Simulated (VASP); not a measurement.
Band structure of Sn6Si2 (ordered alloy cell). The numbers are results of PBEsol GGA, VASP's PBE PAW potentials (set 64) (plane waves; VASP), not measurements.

Unless said otherwise, spin-orbit coupling is left out, though it shifts the bands of the heavy elements here.

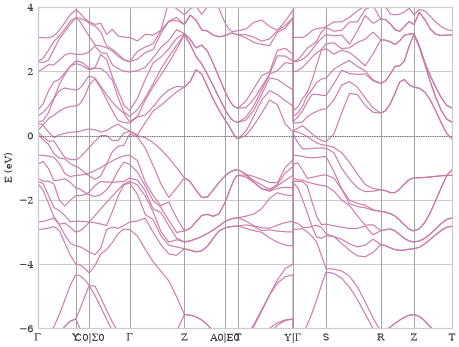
Bands along high-symmetry lines, zero at the valence-band maximum or, without a gap, the Fermi level

**Question.** Read the plot: is there a gap, and where are the band edges?

**Answer.** It has no gap at this level: it comes out as a metal or semimetal. (Edges off the drawn lines would not show.)

The structure was generated: Sn6Si2 was put into an ordered model structure (Cmcm), which need not be its known phase. It was relaxed first.
